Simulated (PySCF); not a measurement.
# [Sm(H2O)]2+: how settings move a single point

Aim: repeat the single point on relaxed [Sm(H2O)]2+ with altered settings, some of them bad on purpose. The species was built from a template and needn't be a known compound.

The runs use PySCF 2.14.0; PBE, Sm lcecp-0-SVP with ECP52, O def2-SVP, H def2-SVP; scalar-relativistic core potentials, no spin–orbit coupling.

1 further run of the same task is left out (for a known fault of the program).

## 1. The system as given

4 atoms, charge 2, spin multiplicity 1.

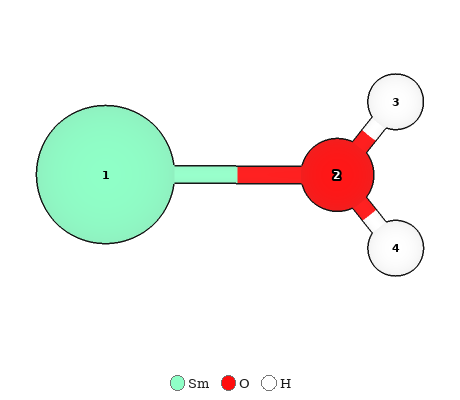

The structure; samarium green, oxygen red, hydrogen white; atoms are numbered from 1 in the order of the file.

As a file:

```xyz
4
H2OSm
Sm    0.0000    0.0000   -0.1387
O     0.0000    0.0000    2.3029
H     0.7731    0.0000    2.9168
H    -0.7731    0.0000    2.9168
```

Formal oxidation states: Sm +2. Each metal's 6 4f electrons lie in its core potential, so multiplicities, spins and levels count the valence alone. An earlier session relaxed this geometry at PBE, Sm lcecp-0-SVP with ECP52, O def2-SVP, H def2-SVP (singlet, point group C2v).

The sound run used a (50, 194) grid (finer on f atoms), a threshold of 1e-8 and at most 55 cycles, and ended at -104.575162 Eh.

## 2. Altered run 1

The input, run.py (the lines that set the calculation):

```python
mol = gto.M(atom='''
Sm     0.00000     0.00000    -0.13872
O      0.00000     0.00000     2.30289
H      0.77309     0.00000     2.91684
H     -0.77309     0.00000     2.91684''',
    basis={'Sm': 'lcecp-0-SVP', 'O': 'def2-SVP', 'H': 'def2-SVP'},
    ecp={'Sm': 'lcecp-0-SVP'},
    charge=2, spin=0)
mf = dft.RKS(mol, xc='PBE')
mf.grids.atom_grid = (50, 194)  # f atoms: unpruned, at least (60, 302)
mf = mf.density_fit()  # fitting sets: Sm AutoAux, O def2-universal-JKFIT, H def2-universal-JKFIT
mf.conv_tol = 1e-06; mf.max_cycle = 55
mf.kernel(dm0)  # dm0: free metal ions and neutral atoms
```

Command:

```console
> OMP_NUM_THREADS=2 python run.py
```

The log of the run:

```text
init E= -104.527954540541
cycle= 1 E= -104.446548989478  delta_E= 0.0814  |g|= 0.829  |ddm|= 1.46
cycle= 2 E= -103.833365391611  delta_E= 0.613  |g|= 1.87  |ddm|= 1.73
cycle= 3 E= -104.57127998107  delta_E= -0.738  |g|= 0.117  |ddm|= 1.41
cycle= 4 E= -104.5750750231  delta_E= -0.0038  |g|= 0.0216  |ddm|= 0.145
cycle= 5 E= -104.575157734486  delta_E= -8.27e-05  |g|= 0.00376  |ddm|= 0.0171
cycle= 6 E= -104.5751616521  delta_E= -3.92e-06  |g|= 0.000637  |ddm|= 0.00524
cycle= 7 E= -104.575161755785  delta_E= -1.04e-07  |g|= 8.65e-05  |ddm|= 0.00076
Extra cycle  E= -104.575161754892  delta_E= 8.93e-10  |g|= 0.000121  |ddm|= 0.000179
converged SCF energy = -104.575161754892
```

Run time: 1.2 s. Hardware: 2 threads of Arm Neoverse V2, shared host.

Changed: the SCF threshold (1e-06). It converges in 7 cycles, at the sound run's energy within 0.001 eV, with a largest force component of 0.00 eV/Å. The result survives the change.

## 3. Altered run 2

The input, run.py (the lines that set the calculation):

```python
mol = gto.M(atom='''
Sm     0.00000     0.00000    -0.15537
O      0.00000     0.00000     2.57924
H      0.86586     0.00000     3.26686
H     -0.86586     0.00000     3.26686''',
    basis={'Sm': 'lcecp-0-SVP', 'O': 'def2-SVP', 'H': 'def2-SVP'},
    ecp={'Sm': 'lcecp-0-SVP'},
    charge=2, spin=0)
mf = dft.RKS(mol, xc='PBE')
mf.grids.atom_grid = (50, 194)  # f atoms: unpruned, at least (60, 302)
mf = mf.density_fit()  # fitting sets: Sm AutoAux, O def2-universal-JKFIT, H def2-universal-JKFIT
mf.conv_tol = 1e-08; mf.max_cycle = 55
mf.kernel(dm0)  # dm0: free metal ions and neutral atoms
```

Command:

```console
> OMP_NUM_THREADS=2 python run.py
```

The log of the run:

```text
init E= -104.399468358055
cycle= 1 E= -104.408894846232  delta_E= -0.00943  |g|= 0.831  |ddm|= 1.32
cycle= 2 E= -101.728327314223  delta_E= 2.68  |g|=  2.6  |ddm|= 4.62
cycle= 3 E= -104.52071325933  delta_E= -2.79  |g|= 0.334  |ddm|= 4.58
cycle= 4 E= -104.545744290088  delta_E= -0.025  |g|= 0.12  |ddm|= 0.261
cycle= 5 E= -104.549141320671  delta_E= -0.0034  |g|= 0.00854  |ddm|= 0.118
cycle= 6 E= -104.549158088692  delta_E= -1.68e-05  |g|= 0.00119  |ddm|= 0.0109
cycle= 7 E= -104.549158582555  delta_E= -4.94e-07  |g|= 0.000203  |ddm|= 0.00198
cycle= 8 E= -104.549158594568  delta_E= -1.2e-08  |g|= 3.38e-05  |ddm|= 0.000287
cycle= 9 E= -104.549158595003  delta_E= -4.35e-10  |g|= 5.98e-06  |ddm|= 5.29e-05
Extra cycle  E= -104.549158594975  delta_E= 2.79e-11  |g|= 1.35e-05  |ddm|= 1.34e-05
converged SCF energy = -104.549158594975
```

Wall time 1.2 s (2 threads of Arm Neoverse V2, shared host).

Changed: the scale of all coordinates (1.12). It converges in 9 cycles, +0.708 eV from the sound run, with a largest force component of 3.35 eV/Å. The setting is unsound, so these numbers aren't the compound's.

## 4. Altered run 3

The input, run.py (the lines that set the calculation):

```python
mol = gto.M(atom='''
Sm     0.00000     0.00000    -0.13872
O      0.00000     0.00000     2.30289
H      0.77309     0.00000     2.91684
H     -0.77309     0.00000     2.91684''',
    basis={'Sm': 'lcecp-0-SVP', 'O': 'def2-SVP', 'H': 'def2-SVP'},
    ecp={'Sm': 'lcecp-0-SVP'},
    charge=2, spin=0)
mf = dft.RKS(mol, xc='PBE')
mf.grids.atom_grid = (50, 194)  # f atoms: unpruned, at least (60, 302)
mf = mf.density_fit()  # fitting sets: Sm AutoAux, O def2-universal-JKFIT, H def2-universal-JKFIT
mf.conv_tol = 1e-08; mf.max_cycle = 8
mf.kernel(dm0)  # dm0: free metal ions and neutral atoms
```

Command:

```console
> OMP_NUM_THREADS=2 python run.py
```

The log of the run:

```text
init E= -104.527954540541
cycle= 1 E= -104.446548989478  delta_E= 0.0814  |g|= 0.829  |ddm|= 1.46
cycle= 2 E= -103.833365391611  delta_E= 0.613  |g|= 1.87  |ddm|= 1.73
cycle= 3 E= -104.57127998107  delta_E= -0.738  |g|= 0.117  |ddm|= 1.41
cycle= 4 E= -104.5750750231  delta_E= -0.0038  |g|= 0.0216  |ddm|= 0.145
cycle= 5 E= -104.575157734486  delta_E= -8.27e-05  |g|= 0.00376  |ddm|= 0.0171
cycle= 6 E= -104.5751616521  delta_E= -3.92e-06  |g|= 0.000637  |ddm|= 0.00524
cycle= 7 E= -104.575161755785  delta_E= -1.04e-07  |g|= 8.65e-05  |ddm|= 0.00076
cycle= 8 E= -104.575161757796  delta_E= -2.01e-09  |g|= 6.77e-06  |ddm|= 0.0001
Extra cycle  E= -104.575161757774  delta_E= 2.16e-11  |g|= 1.26e-05  |ddm|= 1.26e-05
converged SCF energy = -104.575161757774
```

Run time: 1.2 s. Hardware: 2 threads of Arm Neoverse V2, shared host.

Changed: the cycle limit (8). It converges in 8 cycles, at the sound run's energy within 0.001 eV, with a largest force component of 0.00 eV/Å. The result survives the change.

## 5. Altered run 4

Edit run.py (the lines that set the calculation) of step 4 so:

```diff
@@ -11,3 +11,3 @@
 mf = mf.density_fit()  # fitting sets: Sm AutoAux, O def2-universal-JKFIT, H def2-universal-JKFIT
-mf.conv_tol = 1e-08; mf.max_cycle = 8
-mf.kernel(dm0)  # dm0: free metal ions and neutral atoms
+mf.conv_tol = 1e-08; mf.max_cycle = 55
+mf.kernel(dm0)  # dm0: smeared density
```

Command:

```console
> OMP_NUM_THREADS=2 python run.py
```

The log of the run:

```text
init E= -104.558633127806
cycle= 1 E= -104.574597662614  delta_E= -0.016  |g|= 0.0482  |ddm|= 0.0639
cycle= 2 E= -104.57321749261  delta_E= 0.00138  |g|= 0.101  |ddm|= 0.112
cycle= 3 E= -104.575156936691  delta_E= -0.00194  |g|= 0.00373  |ddm|= 0.0624
cycle= 4 E= -104.575161705418  delta_E= -4.77e-06  |g|= 0.000513  |ddm|= 0.00547
cycle= 5 E= -104.575161757593  delta_E= -5.22e-08  |g|= 3.07e-05  |ddm|= 0.000399
cycle= 6 E= -104.575161757803  delta_E= -2.1e-10  |g|= 2.34e-06  |ddm|= 3.3e-05
Extra cycle  E= -104.575161757802  delta_E= 2.84e-13  |g|= 2.92e-06  |ddm|= 4.76e-06
converged SCF energy = -104.575161757802
```

It took 1.1 s on 2 threads of Arm Neoverse V2, shared host.

Changed: the starting guess (smeared density). It converges in 6 cycles, at the sound run's energy within 0.001 eV, with a largest force component of 0.00 eV/Å. The result survives the change.

## 6. Altered run 5

Edit run.py (the lines that set the calculation) of step 5 so:

```diff
@@ -9,5 +9,5 @@
 mf = dft.RKS(mol, xc='PBE')
-mf.grids.atom_grid = (50, 194)  # f atoms: unpruned, at least (60, 302)
+mf.grids.atom_grid = (40, 110)  # f atoms: unpruned
 mf = mf.density_fit()  # fitting sets: Sm AutoAux, O def2-universal-JKFIT, H def2-universal-JKFIT
 mf.conv_tol = 1e-08; mf.max_cycle = 55
-mf.kernel(dm0)  # dm0: smeared density
+mf.kernel(dm0)  # dm0: free metal ions and neutral atoms
```

Command:

```console
> OMP_NUM_THREADS=2 python run.py
```

The log of the run:

```text
init E= -104.528260509206
cycle= 1 E= -104.446814030398  delta_E= 0.0814  |g|= 0.829  |ddm|= 1.46
cycle= 2 E= -103.83386868644  delta_E= 0.613  |g|= 1.87  |ddm|= 1.73
cycle= 3 E= -104.571586152268  delta_E= -0.738  |g|= 0.117  |ddm|= 1.41
cycle= 4 E= -104.575382016268  delta_E= -0.0038  |g|= 0.0216  |ddm|= 0.145
cycle= 5 E= -104.575464719754  delta_E= -8.27e-05  |g|= 0.00376  |ddm|= 0.0171
cycle= 6 E= -104.575468634212  delta_E= -3.91e-06  |g|= 0.000639  |ddm|= 0.00524
cycle= 7 E= -104.575468738162  delta_E= -1.04e-07  |g|= 8.67e-05  |ddm|= 0.000761
cycle= 8 E= -104.575468740179  delta_E= -2.02e-09  |g|= 6.8e-06  |ddm|= 0.0001
Extra cycle  E= -104.575468740158  delta_E= 2.1e-11  |g|= 1.27e-05  |ddm|= 1.26e-05
converged SCF energy = -104.575468740158
```

Run time: 1 s. Hardware: 2 threads of Arm Neoverse V2, shared host.

Changed: the integration grid, to (40, 110). It converges in 8 cycles, -0.008 eV from the sound run, with a largest force component of 0.01 eV/Å. The result survives the change.

## 7. Altered run 6

The input, run.py (the lines that set the calculation):

```python
mol = gto.M(atom='''
Sm     0.00000     0.00000    -0.13872
O      0.00000     0.00000     2.30289
H      0.77309     0.00000     2.91684
H     -0.77309     0.00000     2.91684''',
    basis={'Sm': 'lcecp-0-SVP', 'O': 'def2-SVP', 'H': 'def2-SVP'},
    ecp={'Sm': 'lcecp-0-SVP'},
    charge=-1, spin=0)
mf = dft.RKS(mol, xc='PBE')
mf.grids.atom_grid = (50, 194)  # f atoms: unpruned, at least (60, 302)
mf = mf.density_fit()  # fitting sets: Sm AutoAux, O def2-universal-JKFIT, H def2-universal-JKFIT
mf.conv_tol = 1e-08; mf.max_cycle = 56
mf.kernel(dm0)  # dm0: free metal ions and neutral atoms
```

Command:

```console
> OMP_NUM_THREADS=2 python run.py
```

The log of the run:

```text
RuntimeError: Electron number 21 and spin 0 are not consistent
Note mol.spin = 2S = Nalpha - Nbeta, not 2S+1
```

Hardware: 2 threads of Arm Neoverse V2, shared host.

Changed: the charge (by -3); the cycle limit is 56. The program refuses it: the number of electrons and the spin don't fit.

## 8. Results

| run | changed | ending | energy change (eV) | cycles | time | usable |
| --- | --- | --- | --- | --- | --- | --- |
| 1 | the SCF threshold | converged | 0.000 | 7 | 1.2 s | yes |
| 2 | the scale of all coordinates | converged | +0.708 | 9 | 1.2 s | no |
| 3 | the cycle limit | converged | 0.000 | 8 | 1.2 s | yes |
| 4 | the starting guess | converged | 0.000 | 6 | 1.1 s | yes |
| 5 | the integration grid | converged | -0.008 | 8 | 1 s | yes |
| 6 | the charge | refused | – | – | 0 s | no |

4 of 6 altered runs give a usable result. 1 ended normally with numbers unfit to quote.
